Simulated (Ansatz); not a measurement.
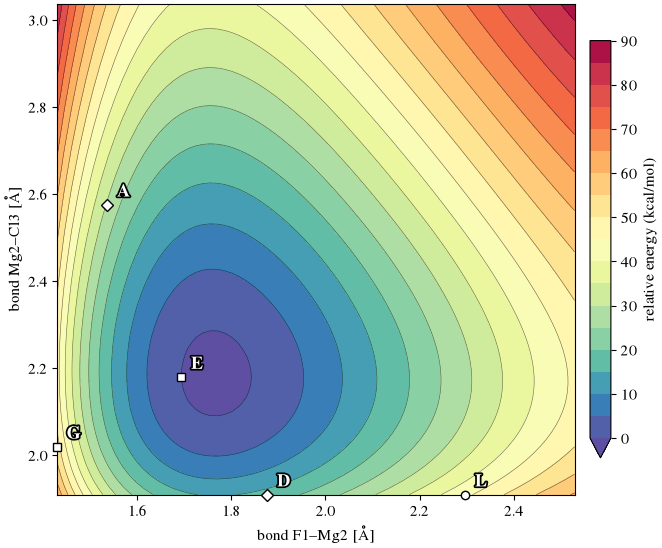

ClFMg, SMILES [F][Mg][Cl]. Two internal coordinates are moved rigidly from the geometry relaxed at PBE0-D4/def2-TZVP, all others fixed. First axis: bond F1–Mg2. Second axis: bond Mg2–Cl3. Grid: 7 × 7 points. Energies are in kcal/mol, from the lowest grid point. Method: Ansatz 0.2.0, RKS PBE-D4/def2-TZVPP.

Drawn: filled contours, lettered points. Between grid points the surface is interpolated.

**Is L the lowest point of the computed grid?**

No. L lies 44 kcal/mol above the lowest grid point, which is at bond F1–Mg2 = 1.694 Å, bond Mg2–Cl3 = 2.179 Å.

**Rank the lettered points by energy, lowest first.**

E (0 kcal/mol), D (17 kcal/mol), A (29 kcal/mol), L (44 kcal/mol), G (52 kcal/mol).
